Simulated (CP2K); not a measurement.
**CH5AlFNO (SMILES N[CH](F)[AlH][OH]): MNDOD**

Aim: the energy change on altering one bond length of CH5AlFNO at MNDOD, from 2 runs. 

The results are computed with CP2K 2026.2.

4 further runs of the same task are left out: 1 that didn't finish, 3 set aside as unsound or not needed.

## (1) Starting point

CH5AlFNO has 10 atoms, charge 0, and is taken as a singlet. As SMILES, `N[CH](F)[AlH][OH]`. Geometry: a rough force-field guess. This is one conformer, not always the lowest.

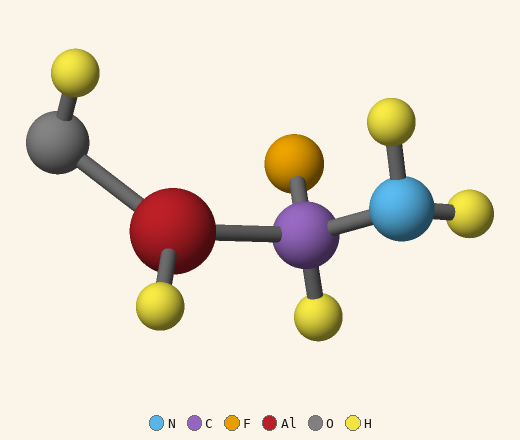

The structure, seen from a chosen angle (nitrogen blue, carbon purple, fluorine amber, aluminium red, oxygen grey, hydrogen yellow).

## (2) Energy and gradient at MNDOD

The input, job.inp:

```
&GLOBAL
  PROJECT_NAME job
  RUN_TYPE ENERGY_FORCE
  PRINT_LEVEL MEDIUM
&END GLOBAL

&FORCE_EVAL
  METHOD QS
  &DFT
    &QS
      METHOD MNDOD
      EPS_DEFAULT 1.0E-10
      &SE
        &COULOMB
          CUTOFF [angstrom] 50
          RC_RANGE [angstrom] 0
        &END COULOMB
        &EXCHANGE
          CUTOFF [angstrom] 50
          RC_RANGE [angstrom] 0
        &END EXCHANGE
      &END SE
    &END QS
    &POISSON
      PERIODIC NONE
      POISSON_SOLVER ANALYTIC
    &END POISSON
    &SCF
      SCF_GUESS ATOMIC
      EPS_SCF 1.0E-07
      MAX_SCF 40
      &OT
        MINIMIZER DIIS
        PRECONDITIONER FULL_ALL
      &END OT
      &OUTER_SCF
        EPS_SCF 1.0E-07
        MAX_SCF 5
      &END OUTER_SCF
    &END SCF
    &PRINT
      &MOMENTS
        PERIODIC F
        REFERENCE COM
        MAX_MOMENT 1
      &END MOMENTS
      &MO_CUBES
        NLUMO 3
        NHOMO -1
        WRITE_CUBE F
      &END MO_CUBES
      &HIRSHFELD OFF
      &END HIRSHFELD
    &END PRINT
  &END DFT
  &SUBSYS
    &CELL
      ABC 12.1 11.4 11.5
      PERIODIC NONE
    &END CELL
    &COORD
      N      0.873000    -0.465700     1.405500
      C      0.744100    -0.463100    -0.062500
      F      1.523200     0.522900    -0.622800
      Al    -1.063300    -0.171300    -0.663700
      O     -1.552000     1.230600    -1.761900
      H      0.648400     0.577800     1.705000
      H      1.834100    -0.648000     1.671400
      H      1.119800    -1.437800    -0.433200
      H     -2.278300    -1.170900    -0.142000
      H     -1.765800     1.974400    -1.093000
    &END COORD
    &TOPOLOGY
      &CENTER_COORDINATES
      &END CENTER_COORDINATES
    &END TOPOLOGY
  &END SUBSYS
  &PRINT
    &FORCES ON
    &END FORCES
  &END PRINT
&END FORCE_EVAL
```

Started as:

```bash
$ OMP_NUM_THREADS=1 cp2k.psmp -i job.inp > job.out 2>&1
```

Log:

```text
CP2K| version string:                                       CP2K version 2026.2
[...]
 GLOBAL| Method name                                                        CP2K
[...]
 GLOBAL| Run type                                                   ENERGY_FORCE
[...]
                             - Atoms:                                         10
[...]
                             - Spherical basis functions:                     30
[...]
 Number of electrons:                                                         30
[...]
     1 OT DIIS     0.15E+00    0.0     0.29592272       -40.4561408992 -4.05E+01
[...]
     4 OT DIIS     0.15E+00    0.0     0.00000005       -46.2180232575 -6.29E-12
  *** SCF run converged in     4 steps ***
  Core-core repulsion energy [eV]:                           2084.69469456575371
  Core Hamiltonian energy [eV]:                             -2079.21421897233040
  Two-electron integral energy [eV]:                        -2526.27369508750735
  Electronic energy [eV]:                                   -3342.35106651608385
  Total energy [eV]:                                        -1257.65637195033037
  Atomic reference energy [eV]:                              1253.06652771434483
  Heat of formation [kcal/mol]:                              -105.84433093093493
[...]
 SE_DIPOLE| Moment [Debye]         -0.77200073      -0.50217640      -1.13191311
 SE_DIPOLE| Derivative [a.u.]       0.00000000       0.00000000       0.00000000
 *** WARNING in qs_scf_post_se.F:140 :: Printing of MO cube files not ***
 *** implemented for Semi-Empirical method.                           ***
 ENERGY| Total FORCE_EVAL ( QS ) energy [hartree]            -46.218023257472822
 FORCES| Atomic forces [hartree/bohr]
 FORCES|   Atom     x               y               z               |f|
 FORCES|      1 -1.39461615E-02  6.45407083E-02  1.63977608E-02   6.80359097E-02
 FORCES|      2  5.87814274E-03  5.93008039E-03  1.05440442E-03   8.41606702E-03
 FORCES|      3  8.85867299E-03  7.41904260E-03 -4.13452022E-03   1.22724300E-02
 FORCES|      4 -6.51884846E-02 -1.69314945E-02 -6.99203124E-03   6.77133852E-02
 FORCES|      5 -2.90462570E-03  2.27578868E-02  7.11776266E-02   7.47837735E-02
 FORCES|      6  1.85162169E-02 -6.13792444E-02 -4.81935870E-03   6.42922091E-02
 FORCES|      7 -4.85476866E-03  4.25182984E-03  2.91540826E-03   7.08141518E-03
 FORCES|      8  7.57165396E-03 -2.19937008E-02 -7.39410652E-03   2.44074913E-02
 FORCES|      9  3.75714667E-02  2.82631046E-02 -1.61984258E-02   4.97273284E-02
 FORCES|     10  8.49788717E-03 -3.28582128E-02 -5.20067577E-02   6.21013613E-02
 FORCES| Sum     3.19189120E-16 -6.93889390E-16 -3.19189120E-16
 FORCES| Total atomic force                                       8.27795793E-16
[...]
```

It took 0.93 s on 1 thread of Arm Neoverse N1, shared host; peak memory 0.14 GiB.

## (3) The distorted shape, same level

job.inp: that of step 2 with these lines changed.

```diff
@@ -5,6 +5,6 @@
 &END GLOBAL
-
 &FORCE_EVAL
-  METHOD QS
+  METHOD Quickstep
   &DFT
+    # Quickstep
     &QS
@@ -27,2 +27,3 @@
     &END POISSON
+    # SCF settings
     &SCF
@@ -40,2 +41,3 @@
     &END SCF
+    # extra output
     &PRINT
@@ -55,3 +57,5 @@
   &END DFT
+  # structure
   &SUBSYS
+    # box in angstrom
     &CELL
@@ -61,12 +65,12 @@
     &COORD
-      N      0.873000    -0.465700     1.405500
-      C      0.744100    -0.463100    -0.062500
+      N      0.600303    -0.810815     1.601614
+      C      0.471403    -0.808215     0.133614
       F      1.523200     0.522900    -0.622800
-      Al    -1.063300    -0.171300    -0.663700
-      O     -1.552000     1.230600    -1.761900
-      H      0.648400     0.577800     1.705000
-      H      1.834100    -0.648000     1.671400
-      H      1.119800    -1.437800    -0.433200
-      H     -2.278300    -1.170900    -0.142000
-      H     -1.765800     1.974400    -1.093000
+      Al    -1.335997    -0.516415    -0.467586
+      O     -1.824697     0.885485    -1.565786
+      H      0.375703     0.232685     1.901114
+      H      1.561403    -0.993115     1.867514
+      H      0.847103    -1.782915    -0.237086
+      H     -2.550997    -1.516015     0.054114
+      H     -2.038497     1.629285    -0.896886
     &END COORD
@@ -77,2 +81,3 @@
   &END SUBSYS
+  # extra output
   &PRINT
```

Started as:

```bash
$ OMP_NUM_THREADS=1 cp2k.psmp -i job.inp -o job.out
```

Log:

```text
CP2K| version string:                                       CP2K version 2026.2
[...]
 GLOBAL| Method name                                                        CP2K
[...]
 GLOBAL| Run type                                                   ENERGY_FORCE
[...]
                             - Atoms:                                         10
[...]
                             - Spherical basis functions:                     30
[...]
 Number of electrons:                                                         30
[...]
     1 OT DIIS     0.15E+00    0.0     0.29556669       -40.7226452067 -4.07E+01
[...]
     5 OT DIIS     0.15E+00    0.0     0.00000003       -46.1210299575 -1.50E-12
  *** SCF run converged in     5 steps ***
  Core-core repulsion energy [eV]:                           1971.09785849596278
  Core Hamiltonian energy [eV]:                             -2083.19745688277089
  Two-electron integral energy [eV]:                        -2285.83490329037659
  Electronic energy [eV]:                                   -3226.11490852795896
  Total energy [eV]:                                        -1255.01705003199618
  Atomic reference energy [eV]:                              1253.06652771434483
  Heat of formation [kcal/mol]:                               -44.98011676715238
[...]
 SE_DIPOLE| Moment [Debye]          0.58076232       1.08364543      -2.51483735
 SE_DIPOLE| Derivative [a.u.]       0.00000000       0.00000000       0.00000000
 *** WARNING in qs_scf_post_se.F:140 :: Printing of MO cube files not ***
 *** implemented for Semi-Empirical method.                           ***
 ENERGY| Total FORCE_EVAL ( QS ) energy [hartree]            -46.121029957453558
 FORCES| Atomic forces [hartree/bohr]
 FORCES|   Atom     x               y               z               |f|
 FORCES|      1 -1.52957170E-03  8.15374472E-02 -3.11366416E-02   8.72936730E-02
 FORCES|      2  4.02253756E-02  5.13420544E-02  3.82860041E-03   6.53356378E-02
 FORCES|      3 -7.14055139E-02 -8.88785089E-02  5.12767573E-02   1.25009770E-01
 FORCES|      4 -4.08420643E-02 -1.51798105E-03 -1.32051931E-02   4.29506183E-02
 FORCES|      5 -4.82096500E-03  2.09205947E-02  7.17895713E-02   7.49310052E-02
 FORCES|      6  1.69717401E-02 -6.26156978E-02 -5.68639069E-03   6.51237331E-02
 FORCES|      7 -6.30003949E-03  2.25454030E-03  3.11829731E-03   7.38222376E-03
 FORCES|      8  1.84918066E-02  2.00826215E-03 -1.29038189E-02   2.26382104E-02
 FORCES|      9  4.00719991E-02  2.73737362E-02 -1.50606636E-02   5.08124998E-02
 FORCES|     10  9.13723308E-03 -3.24244471E-02 -5.20205184E-02   6.19755447E-02
 FORCES| Sum     1.11022302E-16 -2.77555756E-17 -4.85722573E-16
 FORCES| Total atomic force                                       4.99021785E-16
[...]
```

Wall time 0.93 s (1 thread of Arm Neoverse N1, shared host); peak memory 0.14 GiB.

## (4) Outcome

Level: MNDOD.

```
                                                         quantity            value
                                        first shape: total energy     -46.21802 Eh
                                       first shape: dipole moment           1.46 D
           first shape: heat of formation at this unrelaxed shape  -105.8 kcal/mol
                            first shape: largest force on an atom       3.846 eV/Å
                                    distorted shape: total energy     -46.12103 Eh
                                   distorted shape: dipole moment           2.80 D
       distorted shape: heat of formation at this unrelaxed shape   -45.0 kcal/mol
                        distorted shape: largest force on an atom       6.428 eV/Å
energy change with the C2–F3 bond stretched from 1.376 to 1.857 Å         2.639 eV
```

**Reading.** With the C2–F3 bond stretched from 1.376 to 1.857 Å the energy rises by 2.64 eV (255 kJ/mol). The first shape isn't relaxed at this level, so the change isn't measured from a minimum. The largest force (first shape) is 3.85 eV/Å: the shape isn't a stationary point for this species at this level.
